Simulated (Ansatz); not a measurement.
System: CH$_{4}$AlClO$_{2}$ (SMILES C[O][Al]([OH])[Cl]).

```yaml
atoms:
  - { symbol: C, position_ang: [0.1363, -1.5077, -0.8064] }
  - { symbol: O, position_ang: [-0.1069, -0.6564, 0.2773] }
  - { symbol: Al, position_ang: [-0.0731, 0.9911, 0.5302] }
  - { symbol: O, position_ang: [-0.4555, 1.5835, 2.0557] }
  - { symbol: Cl, position_ang: [0.4381, 2.2841, -1.0334] }
  - { symbol: H, position_ang: [0.4245, -0.9611, -1.7116] }
  - { symbol: H, position_ang: [0.9409, -2.2061, -0.5567] }
  - { symbol: H, position_ang: [-0.7623, -2.0910, -1.0295] }
  - { symbol: H, position_ang: [-0.4537, 2.5176, 2.2573] }
```

Geometry: PBE0-D4/def2-TZVP.

All numbers below come from RKS PBE0-D4/def2-TZVPP (Ansatz 0.2.0).

**What can the converged electron density and electron localisation function tell about the bonding?**

C–O (1.40 Å): ρ at the midpoint is about 2.1 e/Å³, with its minimum of 1.8 e/Å³ about 0.5 Å from C; the ELF peaks at about 0.90 between the atoms: a polar covalent bond.
Al–O (1.67 Å): ρ is about 0.96 e/Å³ halfway; the ELF peaks at about 0.85 in the valence shell of O, 0.6 Å from its nucleus, and is about 0.40 at the midpoint.
Al–Cl (2.09 Å): ρ at the midpoint is about 0.74 e/Å³; the ELF peaks at about 0.85 in the valence shell of Cl, 0.9 Å from its nucleus, and is about 0.80 at the midpoint.
O–H (0.96 Å): ρ at the midpoint is about 3.8 e/Å³; the ELF climbs to about 1 towards the hydrogen, as it does in any bond to H: an ordinary covalent bond to hydrogen.

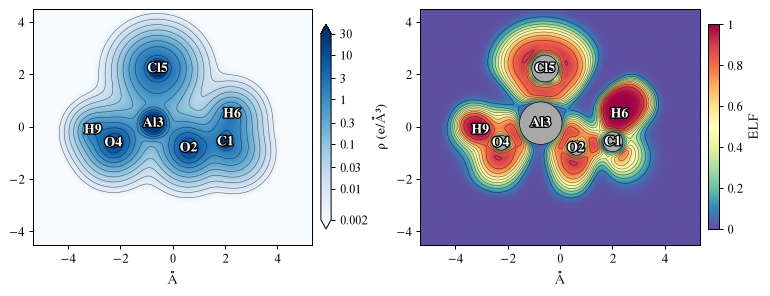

Computed electron density and electron localisation function on the plane of atoms O2, Al3 and Cl5, in this order. Grey discs cover the atomic cores in the ELF map. 
